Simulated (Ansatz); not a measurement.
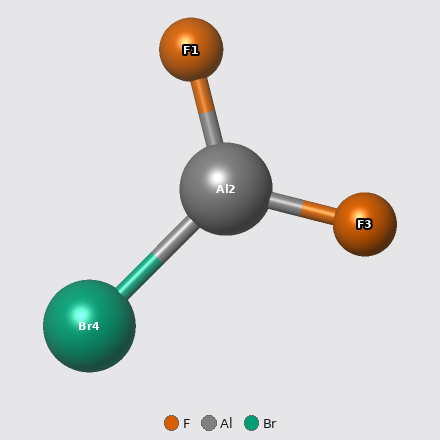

The system is AlBrF₂ (SMILES [F][Al]([F])[Br]) with the probe Li+; the picture shows it without the atoms that are moved over the map. The probe is moved over the molecule's main plane. The first coordinate is: x of the probe's Li atom; the second: y of the probe's Li atom. Nothing is relaxed (molecule and probe rigid). The grid has 21 × 17 points; 140 points were computed and 130 follow by symmetry. At 87 points there is no value (left out of the scan, as a rule where atoms come close). Points are written as (first, second). Energies: kJ/mol, counted from molecule and probe far apart, each relaxed in its own basis (no counterpoise correction). Energies and slopes of some neighbouring points disagree (a jump in structure or state, or too coarse a mesh). Method: Ansatz 0.2.0, RKS B3LYP-D4/def2-SVP.

Range: x of the probe's Li atom from −5.60 to 5.60 Å; y of the probe's Li atom from −4.48 to 4.48 Å.

### What landscape does the calculation give?

The lowest grid point is at (2.24 Å, −2.80 Å) [nearest 1 F at 1.87 Å], −129 kJ/mol from molecule and probe far apart, each relaxed in its own basis (no counterpoise correction). The highest grid point, (2.24 Å, −0.56 Å) [nearest 1 F at 1.52 Å], lies 141 kJ/mol above the lowest.

```
y of the probe's Li atom ↓, x of the probe's Li atom →  −5.60  −4.48  −3.36  −2.24  −1.12  0.00  1.12  2.24  3.36  4.48  5.60
                                                  3.92     −5    −12    −22    −32    −43   −67   −82   −65   −37   −19   −10
                                                  2.80    −10    −29    −52    −61    −67   −97     –  −129   −67   −27   −13
                                                  1.68    −18    −43    −31      –      –     –     –     –   −82   −32   −14
                                                  0.56    −23    −43      –      –      –     –     –    12   −61   −30   −13
                                                 −0.56    −23    −43      –      –      –     –     –    12   −61   −30   −13
                                                 −1.68    −18    −43    −31      –      –     –     –     –   −82   −32   −14
                                                 −2.80    −10    −29    −52    −61    −67   −97     –  −129   −67   −27   −13
                                                 −3.92     −5    −12    −22    −32    −43   −67   −82   −65   −37   −19   −10
```

The table holds every second grid line.

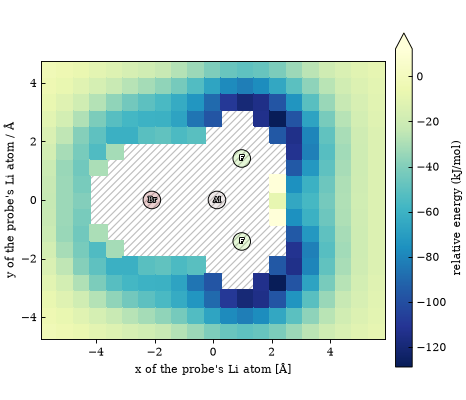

The picture shows one coloured cell a grid point, labelled circles for the molecule's atoms, projected on the plane, one colour for all values above the top of the scale, hatched blanks where no value was computed.

Each point was launched as `ansatz run input.yaml --threads 1 --pin off --max-ram 2560MiB --backend cpu --events-out ev --progress --plain --runs-dir out`. Time for the 140 points that were run: 15 min on 1 thread of Arm Neoverse N1, on a shared host.
